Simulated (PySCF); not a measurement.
# Ho(OH)3(NH3): how tightly the ligands are held

What does it cost to pull a ligand from Ho(OH)3(NH3)? It is a constructed species; whether it can be made isn't addressed.

Computed with PySCF 2.14.0. Level: PBE0, Ho lcecp-1-SVP with ECP56, O def2-SVP, H def2-SVP, N def2-SVP; scalar-relativistic core potentials, no spin–orbit coupling.

1 further run of the same task is left out (for a known fault of the program).

## Step 1: Starting geometry

11 atoms, charge 0, spin multiplicity 1.

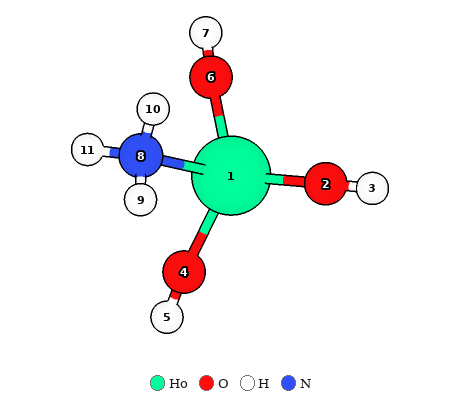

The structure; holmium green, oxygen red, hydrogen white, nitrogen blue; atoms are numbered from 1 in the order of the file.

Coordinates:

```xyz
11
charge 0, multiplicity 1
Ho    0.15299   -0.19787    0.24770
O     1.17221    1.30804    1.20009
H     1.69010    1.93756    1.69685
O    -1.40776   -1.10028    1.23016
H    -2.05749   -1.56741    1.75141
O     1.11094   -1.23915   -1.23972
H     1.61043   -1.76596   -1.85943
N    -1.23027    1.25372   -1.23288
H    -1.82641    1.88269   -0.69396
H    -0.65585    1.83538   -1.84371
H    -1.84332    0.70208   -1.83395
```

Formal oxidation states: Ho +3. Each metal's 10 4f electrons lie in its core potential, so multiplicities, spins and levels count the valence alone. An earlier session relaxed this geometry at PBE0, Ho lcecp-1-SVP with ECP56, O def2-SVP, H def2-SVP, N def2-SVP (singlet, point group Cs).

## Step 2: OH taken off

The ligand (atoms 2, 3) keeps its formal charge and a closed shell where it can; ligand and rest are solved at the complex's geometry, in vacuum, with the settings of the relaxation.

```tsv
part	charge	state	energy (Eh)
complex	0	singlet	-321.390792
ligand	-1	singlet	-75.579132
rest	1	singlet	-245.423994
```

Wall time 2.2 s (2 threads of Arm Neoverse V1, shared host).

## Step 3: Rigid scan of OH

Atoms 2, 3 move together along the line from atom 1; the distance is to the donor, the donors' midpoint or the ring centre. Each point starts from the density of the one before.

```tsv
distance (Å)	energy from the relaxed point (eV)
1.75	1.377
1.85	0.523
1.95	0.112
2.05	0.000
2.15	0.084
2.25	0.292
2.45	0.906
2.75	1.965
3.15	3.257
3.65	4.523
```

Run time: 23 s. Hardware: 2 threads of Arm Neoverse V1, shared host.

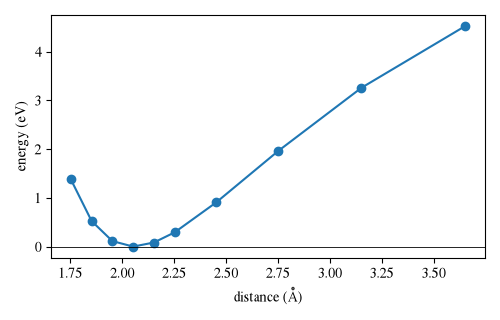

Energy along the rigid scan of OH.

## Step 4: NH3 taken off

The ligand (atoms 8, 9, 10, 11) keeps its formal charge and a closed shell where it can; ligand and rest are solved at the complex's geometry, in vacuum, with the settings of the relaxation.

```tsv
part	charge	state	energy (Eh)
complex	0	singlet	-321.390792
ligand	0	singlet	-56.440603
rest	0	singlet	-264.899592
```

It took 1.3 s on 2 threads of Arm Neoverse V1, shared host.

## Step 5: Rigid scan of NH3

Atoms 8, 9, 10, 11 move together along the line from atom 1; the distance is to the donor, the donors' midpoint or the ring centre. Each point starts from the density of the one before.

```tsv
distance (Å)	energy from the relaxed point (eV)
2.19	0.355
2.29	0.135
2.39	0.029
2.49	0.000
2.59	0.021
2.69	0.074
2.89	0.227
3.19	0.479
3.59	0.758
4.09	0.992
```

It took 21 s on 2 threads of Arm Neoverse V1, shared host.

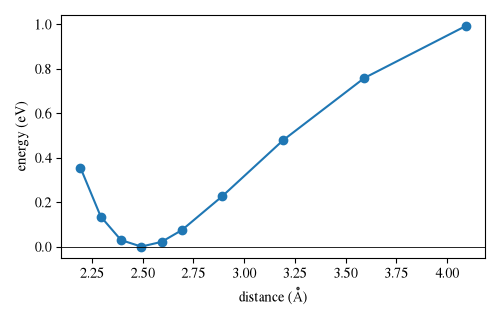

Energy along the rigid scan of NH3.

## Step 6: What came out

| quantity | value |
| --- | --- |
| taking off OH | 10.55 eV |
| stiffness of the OH contact | 19.6 eV/Å² |
| taking off NH3 | 1.38 eV |
| stiffness of the NH3 contact | 5.0 eV/Å² |

**Reading.** Taking off OH as a fragment of charge -1 costs 10.55 eV, much of it the attraction of the two charges. Near 2.05 Å the OH contact has a stiffness of about 19.6 eV/Å², and the energy stands 4.52 eV higher at 3.65 Å. Taking off NH3 as a fragment of charge +0 costs 1.38 eV. Near 2.49 Å the NH3 contact has a stiffness of about 5.0 eV/Å², and the energy stands 0.99 eV higher at 4.09 Å. The free anion is solved without diffuse functions, no counterpoise correction is made, and the parts aren't relaxed; each of these makes the binding look larger. The bases are small and lack diffuse functions. Spin–orbit coupling is left out.
